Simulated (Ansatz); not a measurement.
A series of calculations on Si2H7S

### Relaxation

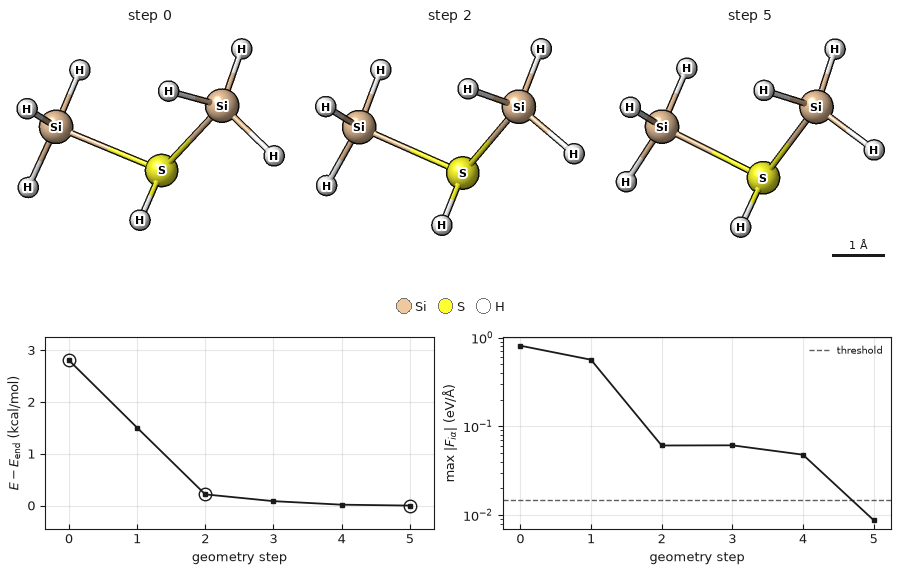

Frames of a relaxation of Si₂H₇S (charge +1), marked on the history of the run. A ball-and-stick model, seen at a tilt.

The run prepares an end point of a later path (torsion) calculation, from a guessed geometry.

All numbers below come from Ansatz 0.2.0, RKS r2SCAN-D4/6-31G*. Set-up: no spin polarisation; force threshold 0.015 eV/Å; at most 40 steps.

**What happens along the run?**

The largest moves after the best rigid fit, 0.16 Å, are those of H atoms. Largest moves by element: H 0.16 Å, S 0.15 Å, Si 0.14 Å. Near-neighbour distances that change, for instance: S–Si 2.306 → 2.268 Å, H–S 1.327 → 1.352 Å, H–Si 1.453 → 1.474 Å. Among the angles between lasting bonds that change: Si–S–Si 115.7° → 106.4°, S–Si–H 101.0° → 105.6°, S–Si–H 99.0° → 102.0°. The energy falls by 2.81 kcal/mol in 5 geometry steps. Largest force component: 0.81 eV/Å at the start, 0.0088 eV/Å at the end. From step 0 to 2: an H atom moves most (0.11 Å), energy −2.59 kcal/mol. From step 2 to 5: H atoms move most (0.15 Å), energy −0.22 kcal/mol.

### Relaxation

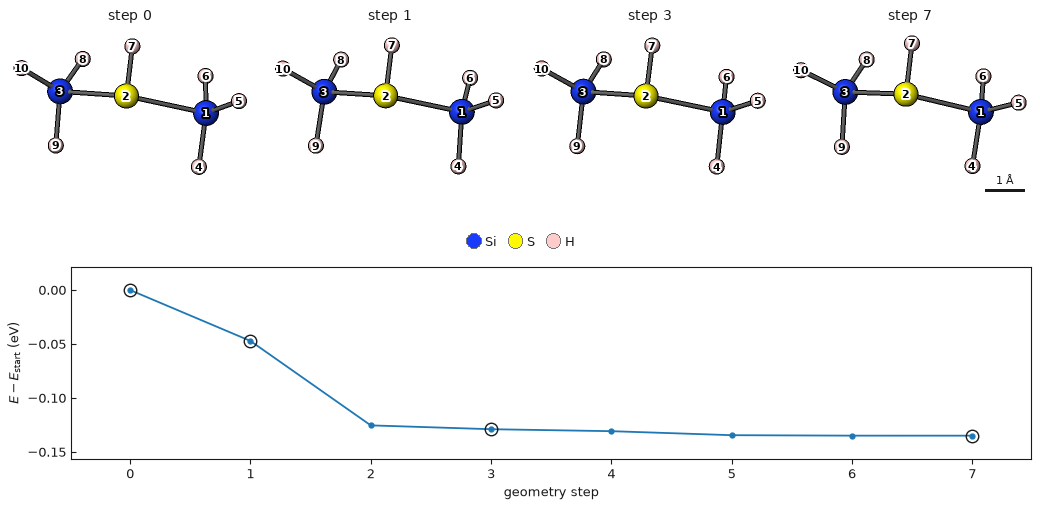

Frames of a relaxation of Si₂H₇S (charge +1), marked on the history of the run. A ball-and-stick model, seen from a free direction.

The run prepares an end point of a later path (torsion) calculation, from a guessed geometry.

Method: Ansatz, RKS r2SCAN-D4/6-31G*. (no spin polarisation; force threshold 0.015 eV/Å; at most 40 steps)

**What happens along the run?**

Over 7 geometry steps the energy falls by 0.135 eV. The largest force component goes from 0.97 to 0.012 eV/Å. The largest move after the best rigid fit is that of H4, 0.18 Å. By element the largest moves are H 0.18 Å, S 0.15 Å, Si 0.14 Å. Some distances before and after: S2–Si3 2.306 → 2.268 Å, S2–H7 1.327 → 1.353 Å, Si1–H6 1.453 → 1.476 Å, Si1–H4 1.453 → 1.475 Å. Bond angles that change, for instance: Si1–S2–Si3 115.7° → 106.1°, S2–Si1–H6 98.7° → 105.6°, S2–Si3–H8 100.9° → 105.6°. From step 0 to 1: H6 moves most (0.17 Å), energy −0.047 eV. From step 1 to 3: H6 moves most (0.10 Å), energy −0.082 eV. From step 3 to 7: H9 moves most (0.12 Å), energy −0.006 eV.

| step | E − E(0), eV | largest force component, eV/Å |
| --- | --- | --- |
| 0 | 0.0000 | 0.9717 |
| 1 | -0.0472 | 0.8843 |
| 2 | -0.1254 | 0.1490 |
| 3 | -0.1289 | 0.0351 |
| 4 | -0.1307 | 0.0316 |
| 5 | -0.1344 | 0.0080 |
| 6 | -0.1349 | 0.0166 |
| 7 | -0.1349 | 0.0121 |

### Path

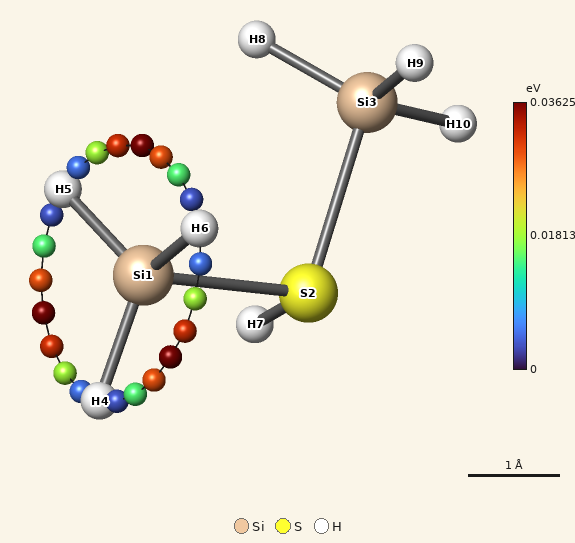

A search for the minimum-energy path of Si₂H₇S (charge +1) by the nudged elastic band. Images are numbered from 0 (start) to 8 (end). The start is drawn whole; smaller spheres mark the moving atoms (H) in the later images, joined by lines and coloured by the energy of the image relative to the start. Style: ball-and-stick. Shown from a free direction.

Computed with RKS r2SCAN-D4/6-31G* (Ansatz). Settings: 7 movable images; climbing image; force threshold 0.05 eV/Å; iteration limit 38; starting path through a guess of the saddle point.

Describe the path and its energy.

The motion is a rotation about the Si1–S2 bond by about 120°. No bond forms or breaks between the ends. Among the angles between lasting bonds that change up to the highest image: S2–Si1–H6 100.3° → 103.3°, S2–Si1–H5 105.6° → 103.1°. The barrier is about 0.036 eV in both directions, with image 4 at the top; the ends have the same energy. The band is converged. At the top, the vibrational analysis gives one imaginary mode (94i cm⁻¹), as a transition state must have.

The run took 3.8 min on 1 thread of Arm Neoverse V2, with other jobs on the host, peak memory 0.13 GiB.
